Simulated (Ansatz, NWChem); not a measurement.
**A ladder of methods for H2Se (hydrogen selenide)**

H2Se has 3 atoms, charge 0, and is taken as a singlet. As SMILES, `[SeH2]`. The shape is that of a PBE0-D4/def2-TZVP optimisation. The run starts from this shape.

```xyz
3

Se    0.5607   -0.2747    0.2802
H     0.0454    1.0919    0.1439
H    -0.6061   -0.8172   -0.4241
```

Quantity: the adiabatic ionisation energy (to the doublet cation, no zero-point term), in eV. The values are calculated.

| level | kind | program | value (eV) |
| --- | --- | --- | --- |
| SVWN5/def2-TZVP | LDA | Ansatz | 10.01 |
| PBE-D3(BJ)/def2-TZVP | GGA | Ansatz | 9.75 |
| PBE0/def2-TZVP | global hybrid | NWChem | 9.77 |
| wB97X-V/def2-TZVP | range-separated hybrid | Ansatz | 9.83 |

All-electron rows without a relativistic Hamiltonian named are non-relativistic. The values span 9.75 to 10.01 eV.

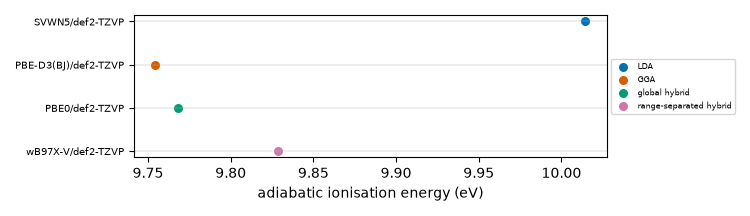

The values of the table, level by level.
